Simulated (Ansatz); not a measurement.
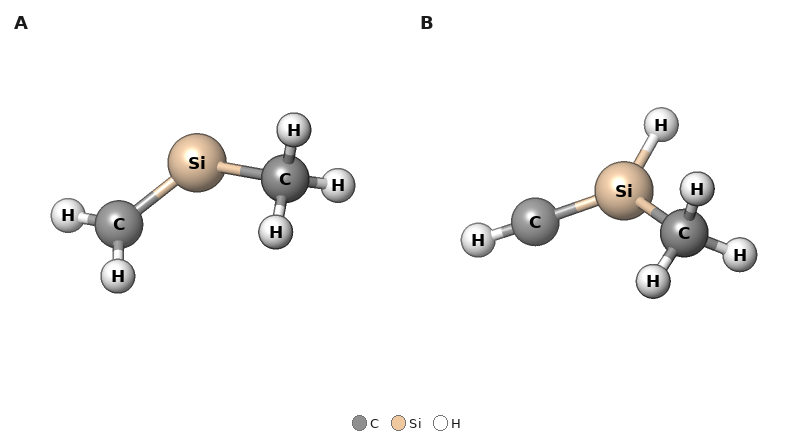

2 stationary structures of one formula. The species is neutral and a spin doublet. Geometries: PBE0-D4/def2-TZVP. Electronic energies: PBE0-D4/def2-TZVPP (Ansatz 0.2.0), without zero-point energy. No frequency run is at hand to confirm each as a minimum. Each is one conformer, not always the lowest.

### Which is lowest in energy, and by how much?

A is lowest (Cs); B lies 0.879 eV above it (Cs).

Give E(B) − E(A) in eV at these levels too: B3LYP-D4/def2-TZVPP; PBE-D4/def2-TZVPP; UHF-CCSD(T) (frozen core)/def2-TZVPP; r2SCAN-D4/def2-TZVPP; PBE0-D4/def2-TZVP; PBE0-D4/def2-TZVPP; ωB97M-V/def2-TZVPP.

```tsv
level	E(B) − E(A) (eV)
B3LYP-D4/def2-TZVPP	+0.816
PBE-D4/def2-TZVPP	+0.936
UHF-CCSD(T) (frozen core)/def2-TZVPP	+0.822
r2SCAN-D4/def2-TZVPP	+0.822
PBE0-D4/def2-TZVP	+0.873
PBE0-D4/def2-TZVPP	+0.879
ωB97M-V/def2-TZVPP	+0.790
```

The determinant isn't a pure spin state (⟨S²⟩ up to 1.09).
